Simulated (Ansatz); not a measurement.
# Direct or indirect: GaN (P6_3mc)

Space group P6_3mc (No. 186). a = 3.180 Å, b = 3.180 Å, c = 5.166 Å, α = 90.00°, β = 90.00°, γ = 120.00°
```tsv
atom	site	symmetry	x	y	z
Ga	2b	3m.	0.6667	0.3333	0.5000
N	2b	3m.	0.6667	0.3333	0.8750
```

Method: Ansatz, PBE, independent particles, without spin-orbit coupling, line width 0.15 eV (Gaussian). The band structure gives a fundamental gap of 1.96 eV. The spectrum of vertical transitions near the edge:

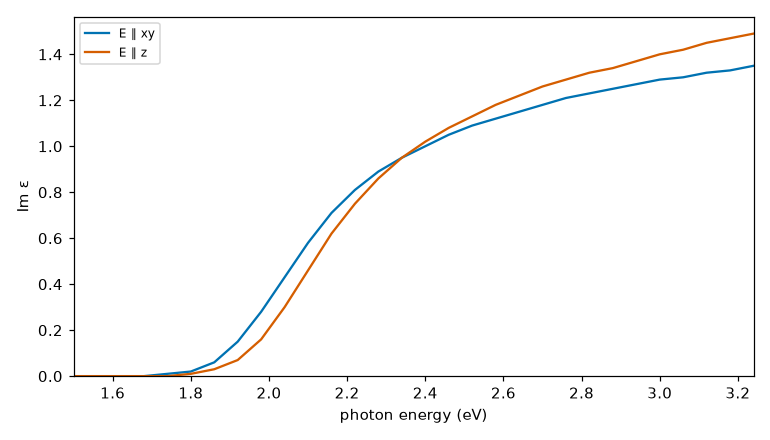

(1) Is the gap direct or indirect, and about where do vertical transitions set in?

## Answers

(1) Direct: the band path has its least direct gap at the fundamental one, 1.96 eV, and the curves rise from there. Lines are broadened by 0.15 eV, which spreads the edge.

[Logs are printed without paths, hosts, clocks, repeated set-up lines and the standing remarks that a program may print on its own settings, such as how far it seeks lower states.]
